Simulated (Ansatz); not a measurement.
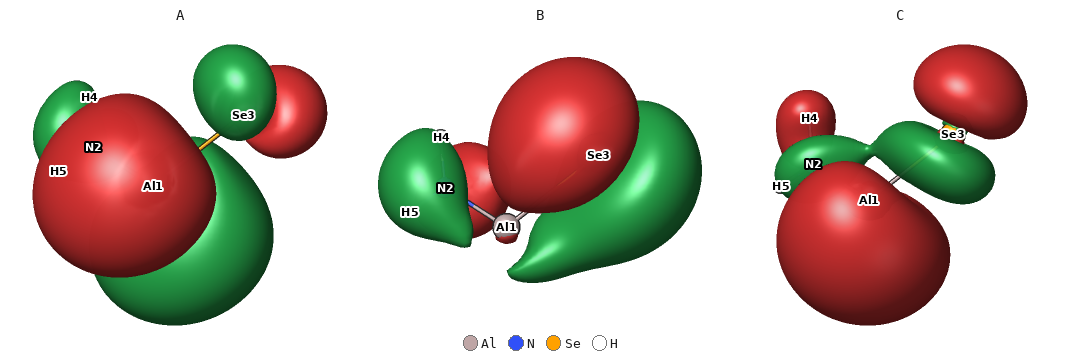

The picture shows: AlH₂NSe (SMILES [NH2][Al+][Se-]) (triplet). Three frontier orbitals at ±0.06 Å⁻³ᐟ² (green and red are the two phases), in no order.

Geometry: B3LYP-D3(BJ)/6-311G**.

All numbers below come from isolated molecule in a Gaussian basis; Kohn-Sham density functional theory, functional PBE0 (Ansatz 0.2.0).

```tsv
atom	x (Å)	y (Å)	z (Å)
Al	-1.6945	-1.1533	-2.4356
N	-1.0783	-0.0204	-1.1962
Se	-3.0315	-2.8886	-1.5066
H	-1.4771	0.0816	-0.2716
H	-0.3105	0.6245	-1.3211
```

Q: Which picture is the HOMO−1, the HOMO and the LUMO? All are α orbitals.

A: B is the HOMO−1 (α) (−7.25 eV). It lies mainly on Se3 (about 75 %) and N2 (about 10 %); largely a lone pair of Se3. C is the HOMO (α) (−5.92 eV). By Hirshfeld shares it lies mainly on Al1 (about 70 %), Se3 (about 20 %) and N2 (about 5 %). A is the LUMO (α) (−1.12 eV). It lies mainly on Al1 (about 80 %), Se3 (about 10 %) and N2 (about 5 %).

Q: What is the gap between the highest occupied and lowest empty α orbitals?

A: 4.80 eV between the orbital energies.
